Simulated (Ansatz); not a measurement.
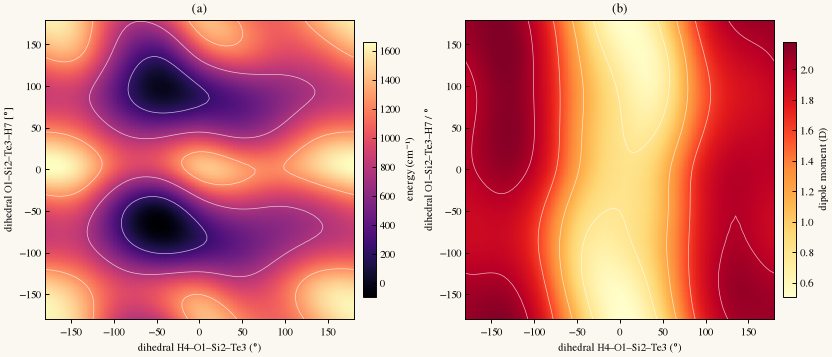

H₄OSiTe, SMILES O[SiH2][TeH]. 
- The first coordinate is: dihedral H4–O1–Si2–Te3; the second: dihedral O1–Si2–Te3–H7.
- Nothing is relaxed (all other coordinates rigid).
- The grid has 8 × 8 points.
- Energies are in cm⁻¹, from the relaxed molecule at the same level.
- These are results of RKS wB97M-V/def2-SVP in Ansatz, not measurements.

Panel (a) is the energy and panel (b) the computed dipole moment on the same grid.

In the figure: a smooth colour map with a few white contour lines. Between grid points the surface is interpolated.

Question: How does the dipole moment vary over the map, and what is it at the lowest grid point?

Answer: Leaving out the highest fifth of the energies, it runs from 0.58 D at dihedral H4–O1–Si2–Te3 = 0°, dihedral O1–Si2–Te3–H7 = −135° to 2.18 D at dihedral H4–O1–Si2–Te3 = −135°, dihedral O1–Si2–Te3–H7 = 135°. At the lowest grid point, dihedral H4–O1–Si2–Te3 = −45°, dihedral O1–Si2–Te3–H7 = 90°, it is 1.24 D.

| dihedral O1–Si2–Te3–H7 ↓, dihedral H4–O1–Si2–Te3 → | −180 | −135 | −90 | −45 | 0 | 45 | 90 | 135 |
| --- | --- | --- | --- | --- | --- | --- | --- | --- |
| 135 | 2.01 | 2.18 | 1.87 | 1.17 | 0.65 | 0.65 | 1.46 | 1.89 |
| 90 | 1.93 | 2.15 | 1.89 | 1.24 | 0.78 | 0.66 | 1.39 | 1.80 |
| 45 | 1.96 | 2.15 | 1.89 | 1.21 | 0.82 | 0.82 | 1.50 | 1.87 |
| 0 | 1.97 | 2.10 | 1.83 | 1.16 | 0.83 | 1.01 | 1.68 | 1.98 |
| −45 | 1.91 | 1.95 | 1.62 | 0.98 | 0.80 | 1.04 | 1.71 | 2.00 |
| −90 | 1.91 | 1.90 | 1.53 | 0.82 | 0.73 | 1.07 | 1.73 | 2.02 |
| −135 | 2.03 | 2.02 | 1.64 | 0.83 | 0.58 | 0.99 | 1.73 | 2.09 |
| −180 | 2.09 | 2.16 | 1.80 | 1.01 | 0.52 | 0.82 | 1.64 | 2.04 |
